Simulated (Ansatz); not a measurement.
Process, species as SMILES: C(Cl)=C → C=[C-]Cl + H+
B3LYP-D3(BJ)/def2-TZVP geometries, fixed; electronic energies without zero-point terms.
Largest species:
```xyz
6

C      0.0112     0.7589    -0.0124
C      1.3049     1.0233     0.0034
Cl    -0.6370    -0.8532     0.0042
H     -0.7591     1.5163    -0.0370
H      2.0529     0.2431     0.0280
H      1.6388     2.0524    -0.0084
```

Basis-set convergence of the deprotonation energy at PBE with Ansatz (a program for electronic structure). Cartesian d functions, on some or all atoms, in 6-31+G*; all else is spherical. The program fits the integrals of some runs and decomposes those of others, by size. The proton leaves the site shown, which need not be the most acidic. No added dispersion term, no relativity. Functions are those of the species that has most. Reference: the value in aug-pcseg-3, 387.58 kcal/mol, itself unsure by roughly 0.13 kcal/mol (its mean distance from aug-cc-pV(Q+d)Z, def2-QZVPPD). Deviations are taken from unrounded values.

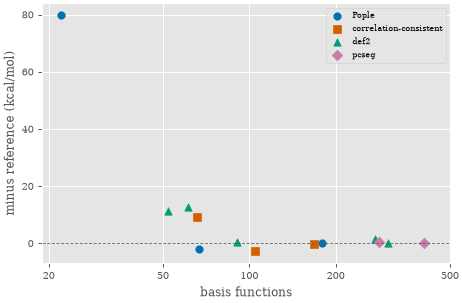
Figure. Deviation from the reference against the number of basis functions, by family of sets.

```json
[
 {"basis": "STO-3G", "functions": "22", "deprotonation energy (kcal/mol)": "467.36", "minus reference (kcal/mol)": "79.78"},
 {"basis": "def2-SV(P)", "functions": "52", "deprotonation energy (kcal/mol)": "398.68", "minus reference (kcal/mol)": "11.11"},
 {"basis": "def2-SVP", "functions": "61", "deprotonation energy (kcal/mol)": "400.25", "minus reference (kcal/mol)": "12.68"},
 {"basis": "cc-pV(D+d)Z", "functions": "66", "deprotonation energy (kcal/mol)": "396.80", "minus reference (kcal/mol)": "9.22"},
 {"basis": "6-31+G*", "functions": "67", "deprotonation energy (kcal/mol)": "385.39", "minus reference (kcal/mol)": "-2.19"},
 {"basis": "def2-SVPD", "functions": "91", "deprotonation energy (kcal/mol)": "387.84", "minus reference (kcal/mol)": "0.27"},
 {"basis": "aug-cc-pV(D+d)Z", "functions": "105", "deprotonation energy (kcal/mol)": "384.92", "minus reference (kcal/mol)": "-2.66"},
 {"basis": "jun-cc-pV(T+d)Z", "functions": "168", "deprotonation energy (kcal/mol)": "387.24", "minus reference (kcal/mol)": "-0.34"},
 {"basis": "6-311++G(3df,3pd)", "functions": "179", "deprotonation energy (kcal/mol)": "387.68", "minus reference (kcal/mol)": "0.10"},
 {"basis": "def2-QZVPP", "functions": "274", "deprotonation energy (kcal/mol)": "389.13", "minus reference (kcal/mol)": "1.56"},
 {"basis": "pcseg-3", "functions": "283", "deprotonation energy (kcal/mol)": "388.14", "minus reference (kcal/mol)": "0.57"},
 {"basis": "def2-QZVPPD", "functions": "304", "deprotonation energy (kcal/mol)": "387.79", "minus reference (kcal/mol)": "0.22"},
 {"basis": "aug-pcseg-3", "functions": "406", "deprotonation energy (kcal/mol)": "387.58", "minus reference (kcal/mol)": "0.00"}
]
```
